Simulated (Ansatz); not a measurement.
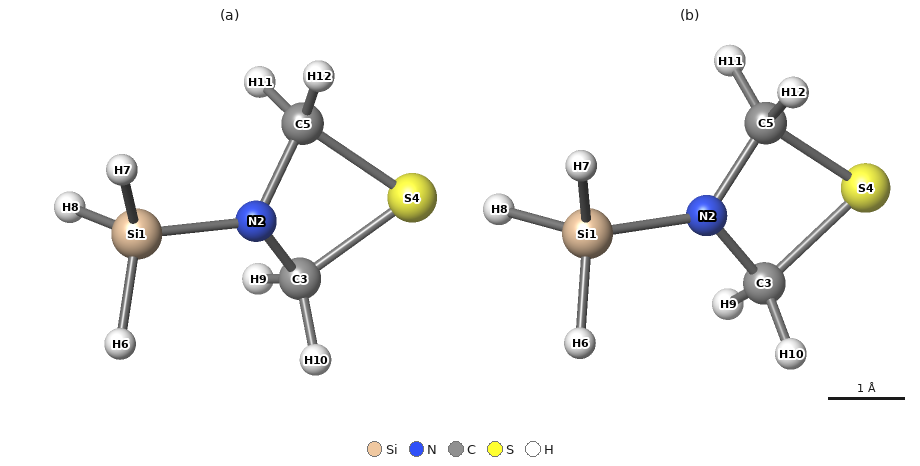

The structure of C₂H₇NSSi (coarse preliminary run) before (left) and after (right) a relaxation, at one scale.

Style: ball-and-stick. Shown at a tilt.

The start comes from a force field.

The calculation used RKS PBE-D4/def2-SVP in Ansatz 0.2.0. Settings: force threshold 0.03 eV/Å; at most 200 steps.

> What changed between the two?

The energy falls by 0.558 eV in 5 geometry steps. The largest force component goes from 2.4 to 0.013 eV/Å. The atom that moves furthest after the best rigid fit is H8 (0.43 Å). Largest moves by element: H 0.43 Å, S 0.33 Å, N 0.29 Å, Si 0.13 Å, C 0.10 Å. Among the contacts that change: Si1–H8 1.423 → 1.513 Å, Si1–N2 1.662 → 1.748 Å, C5–H12 1.056 → 1.114 Å, C3–H9 1.145 → 1.116 Å. Among the angles between lasting bonds that change: Si1–N2–C3 123.4° → 129.0°, Si1–N2–C5 123.9° → 129.0°, N2–Si1–H8 110.4° → 115.4°. Groups turn about C3–S4 by about 20°, S4–C5 by about 20°.
